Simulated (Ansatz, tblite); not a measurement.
# Ge13H20 off sphere (Ge13H20): one state, many levels

How do method and basis change the picture of Ge13H20 off sphere (Ge13H20) (singlet)?

The runs use Ansatz 0.2.0, Gaussian basis; as each input shows.

Levels to be run: GFN1-xTB, GFN2-xTB, PBE-D4/def2-TZVP, r2SCAN-D4/def2-TZVP, BHLYP-D4/def2-TZVP, B97M-V/def2-TZVP, PBE-D4/def2-SVP, PBE0-D4/def2-SVP, HF/STO-3G, MP2/def2-SVP, RPA/def2-SVP.

### Step 1. The relaxed structure

The singlet was relaxed beforehand with PBE-D4/def2-SVP.

33 atoms, charge 0, spin multiplicity 1.

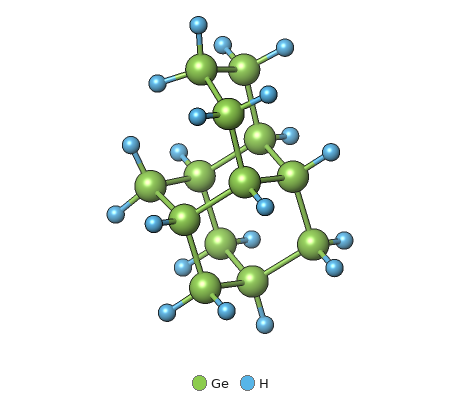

The structure; germanium green, hydrogen blue.

PBE0-D4/def2-TZVP was run before; its log isn't repeated, and its numbers join the tables.

### Step 2. GFN1-xTB

Tight binding, by tblite at 300 K electronic temperature and without a spin-polarisation term:

```python
tblite.interface.Calculator('GFN1-xTB', numbers, positions, charge=0, uhf=0).singlepoint()
```

Energy -888.0090 eV, HOMO -11.73 eV, LUMO -8.62 eV; 0.16 s.

### Step 3. GFN2-xTB

Tight binding, by tblite at 300 K electronic temperature and without a spin-polarisation term:

```python
tblite.interface.Calculator('GFN2-xTB', numbers, positions, charge=0, uhf=0).singlepoint()
```

Energy -963.0823 eV, HOMO -10.11 eV, LUMO -5.94 eV; 0.15 s.

### Step 4. PBE-D4/def2-TZVP

start.molden holds the orbitals of an earlier run on this state, given as this run's starting guess.

The input, in.yaml:

```yaml
crystal:
  periodic: [false, false, false]
  atoms:
    - {symbol: Ge, position_ang: [0.684453, -3.528166, 0.548871]}
    - {symbol: Ge, position_ang: [-2.352144, 2.354179, -2.240860]}
    - {symbol: Ge, position_ang: [0.835282, -0.837266, -2.334811]}
    - {symbol: Ge, position_ang: [-2.116569, -0.695315, 0.436103]}
    - {symbol: Ge, position_ang: [0.675452, -0.677232, 3.329517]}
    - {symbol: Ge, position_ang: [0.694206, 2.115687, 0.436858]}
    - {symbol: Ge, position_ang: [3.527940, -0.680946, 0.548547]}
    - {symbol: Ge, position_ang: [-3.592159, 0.724684, -0.904999]}
    - {symbol: Ge, position_ang: [-0.687598, -2.138622, -0.930636]}
    - {symbol: Ge, position_ang: [2.103990, -2.102213, 1.944666]}
    - {symbol: Ge, position_ang: [-0.724988, 3.593889, -0.902003]}
    - {symbol: Ge, position_ang: [2.136137, 0.687444, -0.932126]}
    - {symbol: Ge, position_ang: [-0.712789, 0.711420, 1.868375]}
    - {symbol: H, position_ang: [1.568142, -4.489117, -0.301800]}
    - {symbol: H, position_ang: [-0.228779, -4.400490, 1.461073]}
    - {symbol: H, position_ang: [-3.356212, 3.357746, -2.882018]}
    - {symbol: H, position_ang: [-1.615754, 1.619559, -3.396968]}
    - {symbol: H, position_ang: [1.818367, -1.819766, -3.040074]}
    - {symbol: H, position_ang: [0.060675, -0.063631, -3.440115]}
    - {symbol: H, position_ang: [-2.997411, -1.614416, 1.342158]}
    - {symbol: H, position_ang: [-0.231850, -1.553796, 4.244106]}
    - {symbol: H, position_ang: [1.548957, 0.229523, 4.247531]}
    - {symbol: H, position_ang: [1.614823, 2.994324, 1.343528]}
    - {symbol: H, position_ang: [4.491626, -1.563478, -0.300188]}
    - {symbol: H, position_ang: [4.397357, 0.235179, 1.460631]}
    - {symbol: H, position_ang: [-4.485875, -0.150542, -1.834163]}
    - {symbol: H, position_ang: [-4.536041, 1.497220, 0.065048]}
    - {symbol: H, position_ang: [-1.579714, -3.051059, -1.829744]}
    - {symbol: H, position_ang: [2.998140, -2.995071, 2.860538]}
    - {symbol: H, position_ang: [0.150751, 4.489415, -1.828912]}
    - {symbol: H, position_ang: [-1.498795, 4.535696, 0.068990]}
    - {symbol: H, position_ang: [3.046879, 1.580291, -1.832237]}
    - {symbol: H, position_ang: [-1.636499, 1.634871, 2.725126]}
basis:
  gaussian: {orbitals: def2-TZVP, fitting: {mean_field: def2-universal-jkfit}, initial_orbitals: start.molden}
hamiltonian: {xc: pbe, dispersion: d4}
scf: {omitted_lower_state_checks: [starts]}
output: {orbitals: {seedname: orbitals}}
```

Launch:

```console
$ ansatz run in.yaml --threads 4 --pin off --events-out ev --progress --plain --max-ram 66560MiB --backend cuda --devices 0, --max-vram 37GiB
```

What it wrote:

```text
Functional definition: PBE
  name "PBE"
  cite "Perdew, Burke & Ernzerhof, Phys. Rev. Lett. 77, 3865 (1996) doi:10.1103/PhysRevLett.77.3865"
  parent pbe
  parameter kappa = 0.804
  parameter beta = 0.06672455060314922
  exchange = pbe_x(kappa = kappa, mu = beta*pi^2/3)
  correlation = pbe_c(beta = beta)
these checks for a lower state are left out or cut short: starts
3818 factors; integrals over basis functions are off by at most 6.2e-1 eV
mean field evaluation 1: about -734957.3274 eV, gradient 2.9e1 eV
mean field evaluation 2: about -734958.0193 eV, gradient 8.4e-1 eV
mean field evaluation 4: about -734957.9848 eV, gradient 7.8e-2 eV
mean field evaluation 8: about -734957.9849 eV, gradient 1.1e-5 eV
mean field -734957.98486104 eV, -27009.2077712286 hartree, gradient 1.1e-5 eV, S^2 0.000000; 0 other end points of the search recorded, 0 dependent functions left out
reference -734957.98495281 eV, -27009.2077746012 hartree; 218, 218 occupied and 526, 526 virtual orbitals, 3818 factors
Total energy: -734959.87867360 eV, -27009.2773675563 hartree
Checks for a lower state left out: starts
```

It took 13 s on 1 × H100 (card shared with other runs) with 4 threads of AMD EPYC 7R13, shared host; peak host memory 1.1 GiB.

Report: HOMO -6.21 eV, LUMO -1.65 eV.

### Step 5. r2SCAN-D4/def2-TZVP

Edit in.yaml of step 4 so:

```diff
@@ -38,4 +38,4 @@
   gaussian: {orbitals: def2-TZVP, fitting: {mean_field: def2-universal-jkfit}, initial_orbitals: start.molden}
-hamiltonian: {xc: pbe, dispersion: d4}
+hamiltonian: {xc: r2scan, dispersion: d4}
 scf: {omitted_lower_state_checks: [starts]}
-output: {orbitals: {seedname: orbitals}}
+output: {forces: true, orbitals: {seedname: orbitals}}
```

Launched as before.

What it wrote, cut to the lines that bear on the results:

```text
Functional definition: r2SCAN
  name "r2SCAN"
  cite "Furness, Kaplan, Ning, Perdew & Sun, J. Phys. Chem. Lett. 11, 8208 (2020) doi:10.1021/acs.jpclett.0c02405"
  cite "Furness, Kaplan, Ning, Perdew & Sun, J. Phys. Chem. Lett. 11, 9248 (2020) doi:10.1021/acs.jpclett.0c03077"
  parent r2scan
[...]
3818 factors; integrals over basis functions are off by at most 6.2e-1 eV
[...]
mean field -735067.62143189 eV, -27013.2368408929 hartree, gradient 7.4e-6 eV, S^2 0.000000; 0 other end points of the search recorded, 0 dependent functions left out
[...]
reference -735067.62145753 eV, -27013.2368418350 hartree; 218, 218 occupied and 526, 526 virtual orbitals, 3818 factors
Total energy: -735068.12677157 eV, -27013.2554117836 hartree
Atom 0 at     0.684453    -3.528166     0.548871 Å, force     0.000928    -0.119377     0.007088 eV/Å
[...]
Atom 24 at     4.397357     0.235179     1.460631 Å, force    -0.154743    -0.167120    -0.168966 eV/Å
Atom 25 at    -4.485875    -0.150542    -1.834163 Å, force     0.165188     0.162741     0.172165 eV/Å
Atom 26 at    -4.536041     1.497220     0.065048 Å, force     0.173389    -0.142811    -0.182082 eV/Å
Atom 27 at    -1.579714    -3.051059    -1.829744 Å, force     0.149293     0.155973     0.153462 eV/Å
Atom 28 at     2.998140    -2.995071     2.860538 Å, force    -0.148697     0.148324    -0.155543 eV/Å
Atom 29 at     0.150751     4.489415    -1.828912 Å, force    -0.163057    -0.165476     0.171635 eV/Å
Atom 30 at    -1.498795     4.535696     0.068990 Å, force     0.142921    -0.172849    -0.182159 eV/Å
Atom 31 at     3.046879     1.580291    -1.832237 Å, force    -0.155459    -0.149580     0.153743 eV/Å
Atom 32 at    -1.636499     1.634871     2.725126 Å, force     0.155850    -0.155824    -0.146273 eV/Å
Dipole moment:     0.001464    -0.001337    -0.010277 e Å
Checks for a lower state left out: starts
```

Wall time 14 s (1 × H100 (card shared with other runs) with 4 threads of AMD EPYC 7R13, shared host); peak host memory 1.2 GiB.

HOMO -6.45 eV, LUMO -1.49 eV.

### Step 6. BHLYP-D4/def2-TZVP

Edit in.yaml of step 5 so:

```diff
@@ -38,3 +38,3 @@
   gaussian: {orbitals: def2-TZVP, fitting: {mean_field: def2-universal-jkfit}, initial_orbitals: start.molden}
-hamiltonian: {xc: r2scan, dispersion: d4}
+hamiltonian: {xc: {name: BHLYP}, dispersion: d4}
 scf: {omitted_lower_state_checks: [starts]}
```

Same command.

What it wrote, cut to the lines that bear on the results:

```text
Functional definition: BHLYP
  name "BHLYP"
  cite "Becke, J. Chem. Phys. 98, 1372 (1993) doi:10.1063/1.464304"
  cite "Becke, Phys. Rev. A 38, 3098 (1988) doi:10.1103/PhysRevA.38.3098"
  cite "Lee, Yang & Parr, Phys. Rev. B 37, 785 (1988) doi:10.1103/PhysRevB.37.785"
[...]
3818 factors; integrals over basis functions are off by at most 6.2e-1 eV
[...]
mean field -735062.15870459 eV, -27013.0360893675 hartree, gradient 3.7e-5 eV, S^2 0.000000; 0 other end points of the search recorded, 0 dependent functions left out
[...]
reference -735062.15910619 eV, -27013.0361041258 hartree; 218, 218 occupied and 526, 526 virtual orbitals, 3818 factors
Total energy: -735065.24247365 eV, -27013.1494157902 hartree
Atom 0 at     0.684453    -3.528166     0.548871 Å, force    -0.005542    -0.286155     0.007767 eV/Å
[...]
Atom 24 at     4.397357     0.235179     1.460631 Å, force    -0.223433    -0.231811    -0.234441 eV/Å
Atom 25 at    -4.485875    -0.150542    -1.834163 Å, force     0.235814     0.224658     0.237683 eV/Å
Atom 26 at    -4.536041     1.497220     0.065048 Å, force     0.242308    -0.192939    -0.246759 eV/Å
Atom 27 at    -1.579714    -3.051059    -1.829744 Å, force     0.227207     0.239875     0.231819 eV/Å
Atom 28 at     2.998140    -2.995071     2.860538 Å, force    -0.227225     0.226736    -0.236298 eV/Å
Atom 29 at     0.150751     4.489415    -1.828912 Å, force    -0.225048    -0.236197     0.236988 eV/Å
Atom 30 at    -1.498795     4.535696     0.068990 Å, force     0.193164    -0.241630    -0.246926 eV/Å
Atom 31 at     3.046879     1.580291    -1.832237 Å, force    -0.239213    -0.227582     0.232170 eV/Å
Atom 32 at    -1.636499     1.634871     2.725126 Å, force     0.236778    -0.236733    -0.225898 eV/Å
Dipole moment:     0.001531    -0.001385    -0.011112 e Å
Checks for a lower state left out: starts
```

Wall time 17 s (1 × H100 (card shared with other runs) with 4 threads of AMD EPYC 7R13, shared host); peak host memory 3.2 GiB.

From the report: HOMO -7.95 eV, LUMO -0.09 eV.

### Step 7. B97M-V/def2-TZVP

Edit in.yaml of step 6 so:

```diff
@@ -38,4 +38,4 @@
   gaussian: {orbitals: def2-TZVP, fitting: {mean_field: def2-universal-jkfit}, initial_orbitals: start.molden}
-hamiltonian: {xc: {name: BHLYP}, dispersion: d4}
+hamiltonian: {xc: {name: B97M-V}}
 scf: {omitted_lower_state_checks: [starts]}
-output: {forces: true, orbitals: {seedname: orbitals}}
+output: {orbitals: {seedname: orbitals}}
```

Launched as before.

What it wrote, cut to the lines that bear on the results:

```text
Functional definition: B97M-V
  name "B97M-V"
  cite "Mardirossian & Head-Gordon, J. Chem. Phys. 142, 074111 (2015) doi:10.1063/1.4907719"
  cite "Becke, J. Chem. Phys. 107, 8554 (1997) doi:10.1063/1.475007"
  cite "Vydrov & Van Voorhis, J. Chem. Phys. 133, 244103 (2010) doi:10.1063/1.3521275"
  # Of w^i u^j: cxij and so on, Table III.
[...]
  gx(w, u) = cx00 + cx01*u + cx02*u^2 + (cx10 + cx11*u)*w
  gss(w, u) = css00 + css02*u^2 + css10*w + (css32*w^3 + css42*w^4)*u^2
  gos(w, u) = cos00 + cos01*u + cos03*u^3 + cos10*w + cos32*w^3*u^2
[...]
      + integral(e_c_pw_mod_opposite_spin*gos(b97_w_opposite, b97_u_opposite)) + vv10(b, c)
[...]
3818 factors; integrals over basis functions are off by at most 6.2e-1 eV
[...]
mean field -734933.14844329 eV, -27008.2950497110 hartree, gradient 1.3e-5 eV, S^2 0.000000; 0 other end points of the search recorded, 0 dependent functions left out
reference -734933.14857139 eV, -27008.2950544186 hartree; 218, 218 occupied and 526, 526 virtual orbitals, 3818 factors
Total energy: -734933.14857139 eV, -27008.2950544186 hartree
Checks for a lower state left out: starts
```

It took 14 s on 1 × H100 (card shared with other runs) with 4 threads of AMD EPYC 7R13, shared host; peak host memory 1.4 GiB.

Report: HOMO -6.60 eV, LUMO -1.72 eV.

### Step 8. PBE-D4/def2-SVP

Edit in.yaml of step 7 so:

```diff
@@ -37,4 +37,4 @@
 basis:
-  gaussian: {orbitals: def2-TZVP, fitting: {mean_field: def2-universal-jkfit}, initial_orbitals: start.molden}
-hamiltonian: {xc: {name: B97M-V}}
+  gaussian: {orbitals: def2-SVP, fitting: {mean_field: def2-universal-jkfit}, initial_orbitals: start.molden}
+hamiltonian: {xc: pbe, dispersion: d4}
 scf: {omitted_lower_state_checks: [starts]}
```

Same command.

What it wrote:

```text
Functional definition: PBE
  name "PBE"
  cite "Perdew, Burke & Ernzerhof, Phys. Rev. Lett. 77, 3865 (1996) doi:10.1103/PhysRevLett.77.3865"
  parent pbe
  parameter kappa = 0.804
  parameter beta = 0.06672455060314922
  exchange = pbe_x(kappa = kappa, mu = beta*pi^2/3)
  correlation = pbe_c(beta = beta)
these checks for a lower state are left out or cut short: starts
3818 factors; integrals over basis functions are off by at most 3.4e-1 eV
mean field evaluation 1: about -734864.6155 eV, gradient 2.1e1 eV
mean field evaluation 2: about -734865.2581 eV, gradient 6.2e-1 eV
mean field evaluation 4: about -734865.2307 eV, gradient 5.3e-2 eV
mean field -734865.23068071 eV, -27005.7991179724 hartree, gradient 4.6e-5 eV, S^2 0.000000; 0 other end points of the search recorded, 0 dependent functions left out
reference -734865.23076052 eV, -27005.7991209054 hartree; 218, 218 occupied and 298, 298 virtual orbitals, 3818 factors
Total energy: -734867.12448130 eV, -27005.8687138605 hartree
Checks for a lower state left out: starts
```

Wall time 9 s (1 × H100 (card shared with other runs) with 4 threads of AMD EPYC 7R13, shared host); peak host memory 1.1 GiB.

From the report: HOMO -6.18 eV, LUMO -1.53 eV.

### Step 9. PBE0-D4/def2-SVP

Edit in.yaml of step 8 so:

```diff
@@ -38,3 +38,3 @@
   gaussian: {orbitals: def2-SVP, fitting: {mean_field: def2-universal-jkfit}, initial_orbitals: start.molden}
-hamiltonian: {xc: pbe, dispersion: d4}
+hamiltonian: {xc: pbe0, dispersion: d4}
 scf: {omitted_lower_state_checks: [starts]}
```

Launched as before.

What it wrote:

```text
Functional definition: PBE0
  name "PBE0"
  cite "Adamo & Barone, J. Chem. Phys. 110, 6158 (1999) doi:10.1063/1.478522"
  cite "Perdew, Burke & Ernzerhof, Phys. Rev. Lett. 77, 3865 (1996) doi:10.1103/PhysRevLett.77.3865"
  parent pbe
  parameter a = 0.25
  parameter kappa = 0.804
  parameter beta = 0.06672455060314922
  exchange = (1 - a)*pbe_x(kappa = kappa, mu = beta*pi^2/3) + a*exact_x
  correlation = pbe_c(beta = beta)
these checks for a lower state are left out or cut short: starts
3818 factors; integrals over basis functions are off by at most 3.4e-1 eV
mean field evaluation 1: about -734885.4584 eV, gradient 7.1e0 eV
mean field evaluation 2: about -734885.5204 eV, gradient 6.5e-2 eV
mean field evaluation 4: about -734885.4977 eV, gradient 3.3e-5 eV
mean field -734885.49767837 eV, -27006.5439163988 hartree, gradient 4.5e-5 eV, S^2 0.000000; 0 other end points of the search recorded, 0 dependent functions left out
reference -734885.49773826 eV, -27006.5439186000 hartree; 218, 218 occupied and 298, 298 virtual orbitals, 3818 factors
Total energy: -734887.21569683 eV, -27006.6070524128 hartree
Checks for a lower state left out: starts
```

It took 12 s on 1 × H100 (card shared with other runs) with 4 threads of AMD EPYC 7R13, shared host; peak host memory 1.1 GiB.

Report: HOMO -7.14 eV, LUMO -0.81 eV.

### Step 10. HF/STO-3G

Edit in.yaml of step 9 so:

```diff
@@ -37,4 +37,4 @@
 basis:
-  gaussian: {orbitals: def2-SVP, fitting: {mean_field: def2-universal-jkfit}, initial_orbitals: start.molden}
-hamiltonian: {xc: pbe0, dispersion: d4}
+  gaussian: {orbitals: STO-3G}
+hamiltonian: {xc: hf}
 scf: {omitted_lower_state_checks: [starts]}
```

Launched as before.

What it wrote:

```text
Functional definition: HF
  name "HF"
  cite "Fock, Z. Phys. 61, 126 (1930) doi:10.1007/BF01340294"
  parent pbe
  exchange = exact_x
  correlation = 0
these checks for a lower state are left out or cut short: starts
2643 factors; integrals over basis functions are off by at most 3.5e-5 eV
mean field evaluation 1: about -726136.0050 eV, gradient 2.1e1 eV
mean field evaluation 2: about -726136.0641 eV, gradient 2.1e1 eV
mean field evaluation 4: about -726138.6891 eV, gradient 1.5e0 eV
mean field evaluation 8: about -726138.7048 eV, gradient 1.6e-4 eV
mean field -726138.70483560 eV, -26685.1052082163 hartree, gradient 5.3e-6 eV, S^2 0.000000; 0 other end points of the search recorded, 0 dependent functions left out
reference -726138.70483560 eV, -26685.1052082163 hartree; 218, 218 occupied and 36, 36 virtual orbitals, 2643 factors
Total energy: -726138.70483560 eV, -26685.1052082163 hartree
Checks for a lower state left out: starts
```

It took 8 s on 1 × H100 (card shared with other runs) with 4 threads of AMD EPYC 7R13, shared host; peak host memory 0.87 GiB.

HOMO -6.91 eV, LUMO 8.68 eV.

### Step 11. MP2/def2-SVP

Edit in.yaml of step 10 so:

```diff
@@ -37,4 +37,4 @@
 basis:
-  gaussian: {orbitals: STO-3G}
-hamiltonian: {xc: hf}
+  gaussian: {orbitals: def2-SVP, initial_orbitals: start.molden}
+correlation: {method: mp2}
 scf: {omitted_lower_state_checks: [starts]}
```

Launched as before.

What it wrote:

```text
Functional definition: HF
  name "HF"
  cite "Fock, Z. Phys. 61, 126 (1930) doi:10.1007/BF01340294"
  parent pbe
  exchange = exact_x
  correlation = 0
these checks for a lower state are left out or cut short: starts
5128 factors; integrals over basis functions are off by at most 1.1e-3 eV
mean field evaluation 1: about -734382.5063 eV, gradient 4.4e1 eV
mean field evaluation 2: about -734386.2630 eV, gradient 3.2e0 eV
mean field evaluation 4: about -734386.3300 eV, gradient 1.5e-1 eV
mean field evaluation 8: about -734386.3300 eV, gradient 1.7e-6 eV
mean field -734386.33000530 eV, -26988.1998427615 hartree, gradient 1.7e-6 eV, S^2 0.000000; 0 other end points of the search recorded, 0 dependent functions left out
117 core orbitals not correlated: weight in the atoms' cores, before any rotation towards them, 1.000 or more for the frozen orbitals, at most 0.000 for the correlated occupied ones
reference -734386.33000530 eV, -26988.1998427615 hartree; 101, 101 occupied and 298, 298 virtual orbitals, 5128 factors
second order -81.95975715 eV of doubles, -0.00000000 eV of singles
Total energy: -734468.28976245 eV, -26991.2118082825 hartree
Checks for a lower state left out: starts
```

It took 17 s on 1 × H100 (card shared with other runs) with 4 threads of AMD EPYC 7R13, shared host; peak host memory 1.4 GiB.

From the report: Hartree-Fock HOMO -9.28 eV, LUMO 2.14 eV.

### Step 12. RPA/def2-SVP

Edit in.yaml of step 11 so:

```diff
@@ -38,4 +38,4 @@
   gaussian: {orbitals: def2-SVP, initial_orbitals: start.molden}
-correlation: {method: mp2}
+hamiltonian: {xc: pbe}
+correlation: {method: rpa}
 scf: {omitted_lower_state_checks: [starts]}
-output: {orbitals: {seedname: orbitals}}
```

The command is unchanged.

What it wrote, cut to the lines that bear on the results:

```text
Functional definition: PBE
  name "PBE"
  cite "Perdew, Burke & Ernzerhof, Phys. Rev. Lett. 77, 3865 (1996) doi:10.1103/PhysRevLett.77.3865"
  parent pbe
[...]
5128 factors; integrals over basis functions are off by at most 1.1e-3 eV
[...]
mean field -734865.21236746 eV, -27005.7984449730 hartree, gradient 2.4e-6 eV, S^2 0.000000; 0 other end points of the search recorded, 0 dependent functions left out
117 core orbitals not correlated: weight in the atoms' cores, before any rotation towards them, 1.000 or more for the frozen orbitals, at most 0.000 for the correlated occupied ones
reference -734378.85956074 eV, -26987.9253089877 hartree; 101, 101 occupied and 298, 298 virtual orbitals, 5128 factors
Total energy: -734501.33804638 eV, -26992.4263103160 hartree
Checks for a lower state left out: starts
```

It took 18 s on 1 × H100 (card shared with other runs) with 4 threads of AMD EPYC 7R13, shared host; peak host memory 3.4 GiB.

### Step 13. Comparison

| level | functions | HOMO (eV) | LUMO (eV) | gap (eV) | time |
| --- | --- | --- | --- | --- | --- |
| HF/STO-3G | 254 | -6.91 | 8.68 | 15.59 | 8 s |
| PBE-D4/def2-SVP | 516 | -6.18 | -1.53 | 4.65 | 9 s |
| PBE-D4/def2-TZVP | 744 | -6.21 | -1.65 | 4.57 | 13 s |
| r2SCAN-D4/def2-TZVP | 744 | -6.45 | -1.49 | 4.96 | 14 s |
| B97M-V/def2-TZVP | 744 | -6.60 | -1.72 | 4.88 | 14 s |
| PBE0-D4/def2-SVP | 516 | -7.14 | -0.81 | 6.33 | 12 s |
| PBE0-D4/def2-TZVP | 744 | -7.14 | -0.95 | 6.19 | 16 s |
| BHLYP-D4/def2-TZVP | 744 | -7.95 | -0.09 | 7.86 | 17 s |

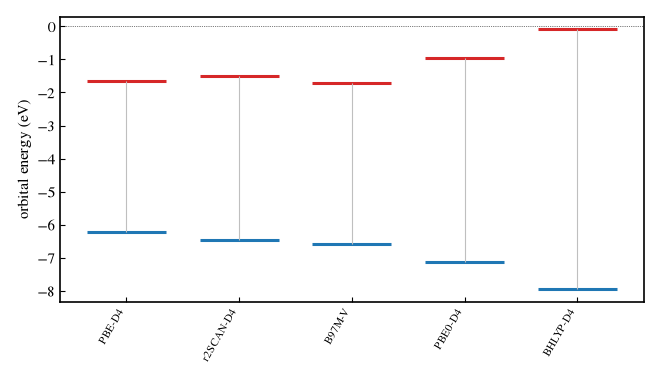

Highest filled (blue) and lowest empty (red) level in def2-TZVP.

Energy pieces by basis (eV):

| basis | HF | MP2 correlation | total |
| --- | --- | --- | --- |
| def2-SVP | -734386.3300 | -81.9598 | -734468.2898 (MP2) |

### Step 14. Binding energy

Free atoms were run apart at each level; binding is atoms less cluster, divided by the number of atoms, without zero-point or spin-orbit terms.

| level | binding an atom (eV) |
| --- | --- |
| HF/STO-3G | 3.712 |
| HF/def2-SVP | 2.028 |
| PBE-D4/def2-SVP | 2.855 |
| PBE-D4/def2-TZVP | 2.855 |
| r2SCAN-D4/def2-TZVP | 2.897 |
| B97M-V/def2-TZVP | 2.910 |
| PBE0-D4/def2-SVP | 2.857 |
| PBE0-D4/def2-TZVP | 2.857 |
| BHLYP-D4/def2-TZVP | 2.825 |
| MP2/def2-SVP | 2.674 |

### Step 15. What came out

```
                                                 quantity                                 value
gap in def2-TZVP, named functionals, smallest and largest  4.57 eV (PBE-D4), 7.86 eV (BHLYP-D4)
                         correlation energy, MP2/def2-SVP                             -81.96 eV
                binding an atom, functionals in def2-TZVP   2.83 (BHLYP-D4) to 2.91 eV (B97M-V)
          PBE0 total energy, smallest basis above largest        92.39 eV (def2-SVP, def2-TZVP)
```

**Reading.** Orbital gaps of the named functionals in def2-TZVP span 4.57 eV (PBE-D4) to 7.86 eV (BHLYP-D4); exact exchange widens it.

The slowest run with a step of its own, RPA/def2-SVP, took 18 s; the quickest functional in def2-TZVP took 13 s (shared host).
